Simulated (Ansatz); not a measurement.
System: H₃OSSi (SMILES OS[SiH2-]) (charge −1).

Input

```
crystal:
  periodic: [false, false, false]
  atoms:
    - { symbol: O, position_ang: [-1.20045, -1.5608, -0.34166] }
    - { symbol: S, position_ang: [0.44399, -1.24044, 0.11137] }
    - { symbol: Si, position_ang: [0.2205, 0.91868, 0.06017] }
    - { symbol: H, position_ang: [-1.57914, -0.66568, -0.44436] }
    - { symbol: H, position_ang: [1.37811, 1.28031, -0.78828] }
    - { symbol: H, position_ang: [0.737, 1.26792, 1.40276] }
total_charge: -1
basis:
  gaussian: { orbitals: def2-TZVP }
hamiltonian:
  xc: pbe
  dispersion: d4
relax:
  f_tol: 0.015
  max_steps: 40
output:
  orbitals: {}
```

Command:

```sh
ansatz run input.yaml --threads 2 --pin off --max-ram 3072MiB --backend cpu --events-out ev --progress --plain --runs-dir out
```

The fields are those of the relaxed geometry.

The highest occupied orbital lies above zero, a sign that basis and functional describe the outermost electron poorly.

These are results of RKS PBE-D4/def2-TZVP (Ansatz 0.2.0), not measurements.

Predict the electron density and electron localisation function between the atoms.

S–O (1.77 Å): ρ is about 1.1 e/Å³ halfway; the ELF peaks at about 0.80 between the atoms; a shared but strongly polarised pair.
Si–S (2.19 Å): ρ at the midpoint is about 0.74 e/Å³, with its minimum of 0.59 e/Å³ about 0.8 Å from Si; the ELF peaks at about 0.90 between the atoms (a covalent bond).
O–H (0.99 Å): ρ is about 3.6 e/Å³ halfway; the ELF climbs to about 1 towards the hydrogen, as it does in any bond to H (an ordinary covalent bond to hydrogen).

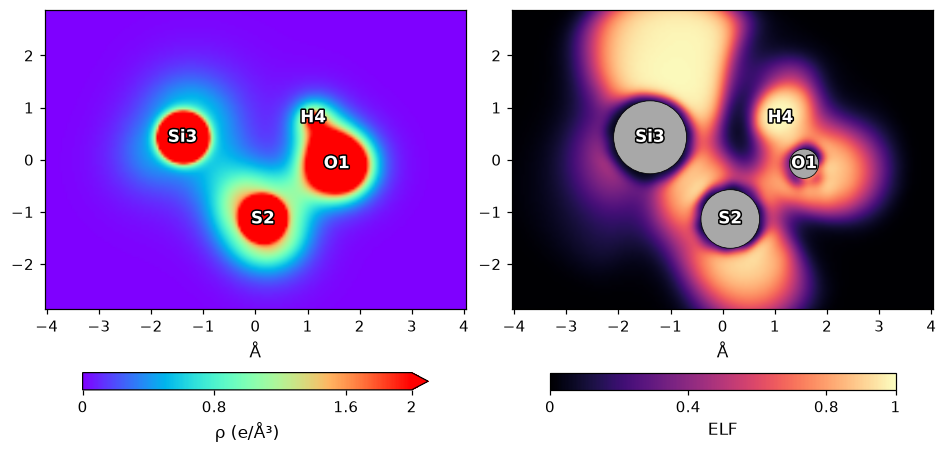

Computed electron density and electron localisation function on the plane of atoms O1, S2 and Si3, in this order. Grey discs cover the atomic cores in the ELF map. 
